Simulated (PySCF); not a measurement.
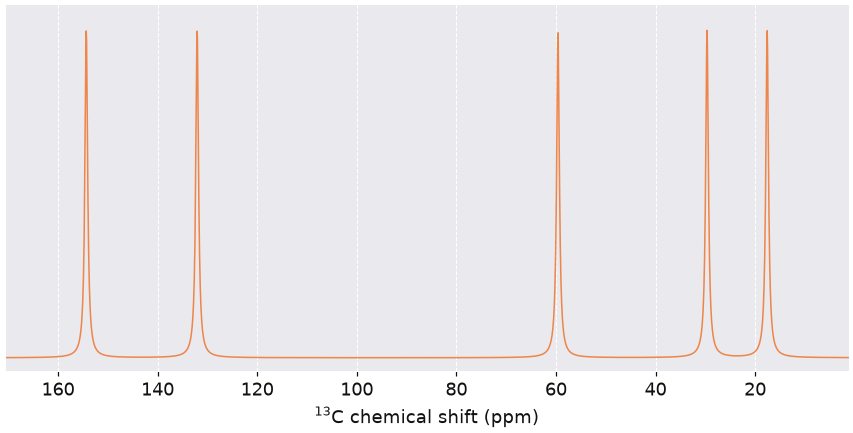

GIAO shifts, PBE0/pcSseg-1, PySCF, at a GFN2-xTB geometry (no frequency check), against TMS for ¹³C computed at the same level. Gas phase, fully decoupled, line heights follow the number of nuclei, widths are arbitrary (no quadrupolar broadening); values of one conformer, averaged over nuclei that symmetry or rotation about single bonds exchange, these motions taken as fast; other conformers aren't averaged in.

> Which structure fits the spectrum?
A. C₇H₇ClO (4-chloroanisole), SMILES COc1ccc(Cl)cc1
B. C₅H₉FO, SMILES CC/C(F)=C/OC
C. C₃H₇BO₄S, SMILES C=C(B(O)O)S(C)(=O)=O
D. C₆H₁₃Cl, SMILES CCC(C)(C)CCl

B. Its ¹³C signals: 154.3 (1 C), 132.1 (1 C), 59.6 (1 C), 29.7 (1 C), 17.6 (1 C) ppm.

Known limits of this run: the tight-binding geometry is rougher than a DFT one and adds to the error.
